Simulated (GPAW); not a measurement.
# Polarising W2NS2 MXene monolayer with a field along the normal

The dipole of the cell at several fields, atoms fixed. What does the strongest field give, and what length does the slope stand for?

How it was computed: GPAW 26.7.0, plane waves (500 eV), PAW setups, PBE, 12×12 mesh, a dipole layer in the vacuum; geometry relaxed without an applied field with GPAW. The cell's area is 7.81 Å², and e/ε0 = 180.95 V Å.

The runs, one held back:

```tsv
field (V/Å)	dipole (e Å)
−0.2	−0.0715
−0.1	−0.0358
−0.05	−0.0179
0.05	0.0179
0.1	0.0358
0.2	0.0715
0.3	?
```

**Question.** What is the dipole at 0.3 V/Å?

Worked answer. A line through the 6 points has the slope α = 0.358 e Å per V/Å and the intercept p₀ = 0.0000 e Å (r.m.s. residual 2.8e−05). At 0.3 V/Å it gives p = 0.0000 + 0.358 × 0.3 = 0.1073 e Å; the run gives 0.1073 e Å, so the response stays linear to 0.0 % of the induced part. Dividing by ε0 and the area: α/(ε0 A) = 0.358 × 180.95 / 7.81 = 8.28 Å, against 6.16 Å between the outer nuclei.

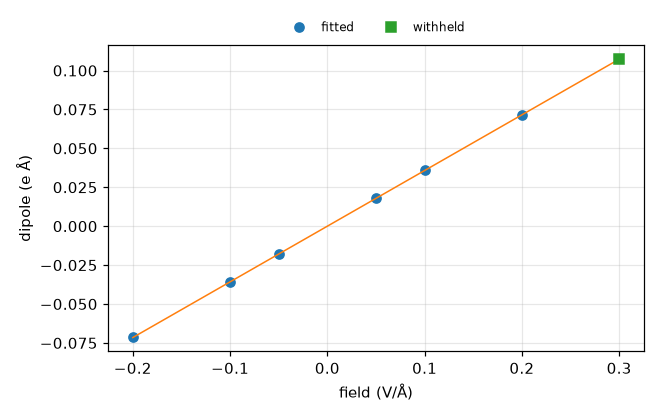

The line and the withheld run.

**Limits.** This is the electronic response alone; ions that move would add to it in polar layers. No run was spin-polarised, so magnetic states weren't tested. Spin-orbit coupling is left out, which matters for the heavier atoms here.

[Logs are printed without paths, hosts, clocks, repeated set-up lines and the standing remarks that a program may print on its own settings, such as how far it seeks lower states.]
